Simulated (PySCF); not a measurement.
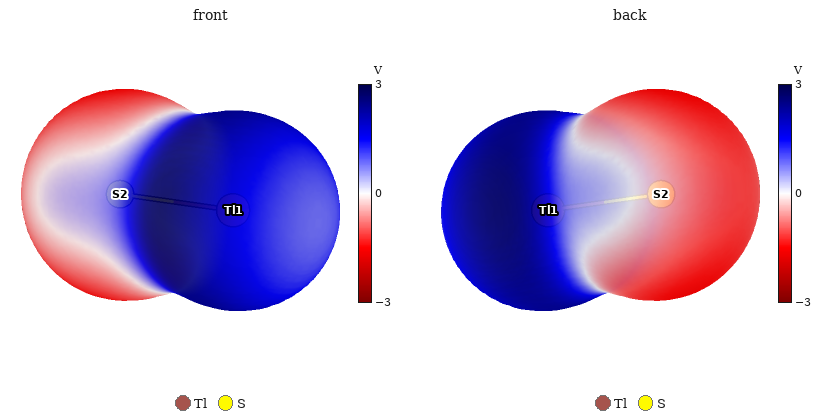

*TlS (doublet). The molecular electrostatic potential painted on the density surface at 0.004 e/bohr³, seen from the front and from behind; red is negative and blue positive.*

Core potentials replace the inner electrons of Tl.

These are results of PySCF, PBE0/aug-cc-pVDZ(-PP), non-relativistic Hamiltonian with scalar-relativistic core potentials where named, at a bond length of 2.631 Å, not measurements.

```xyz
2

Tl    0.0000    0.0000   -0.3550
S     0.0000    0.0000    2.2760
```

Where is the surface potential most negative and most positive?

Answer. The most negative region (about −1.5 V) lies over S2, the most positive (about +2.8 V) over Tl1.
